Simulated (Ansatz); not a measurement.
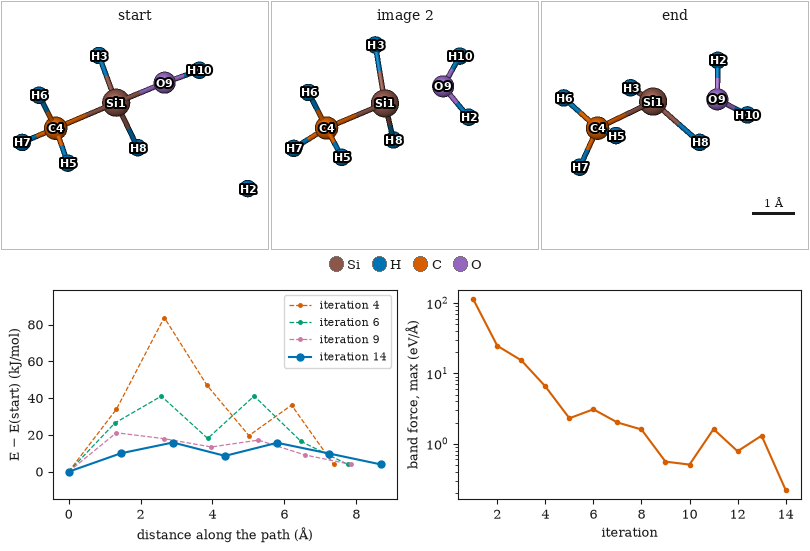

A nudged-elastic-band calculation for CH$_{7}$OSi (multiplicity 2), made up at the start of CH6OSi and H. Images are numbered from 0 (start) to 6 (end). The plot follows the band through its iterations. Style: ball-and-stick. Shown at a tilt.

The calculation used Ansatz 0.2.0, UKS PBE0-D4/6-31G*. Settings: 5 movable images; climbing image; force threshold 0.5 eV/Å; iteration limit 60; starting path through a guess of the saddle point.

Question: How did the profile develop, and is the result final?

Answer: The run met only a loose threshold, so the barrier can't be trusted yet. The band converged in 14 iterations. The largest component of the band force went from 110 to 0.22 eV/Å. The climbing image converged on the top of the path. Its curvatures weren't checked. The force threshold is so loose that the height of the top is at best an upper bound. The first iteration put the highest image at 1585.9 kJ/mol. Forward barrier 15.9 kJ/mol, backward barrier 11.9 kJ/mol, with image 2 at the top; the reaction energy is +4.0 kJ/mol. The profile has 2 maxima (images 2, 4) with a dip at image 3 (+8.6 kJ/mol), so the process runs in steps.

Limits of the set-up: the start holds two separate molecules, 3.1 Å apart at their closest, whose relative position is a soft coordinate.

Cost: 95 s on 1 thread of AMD EPYC 9R45 96-Core Processor (Zen 5), on a shared host, peak memory 0.18 GiB.
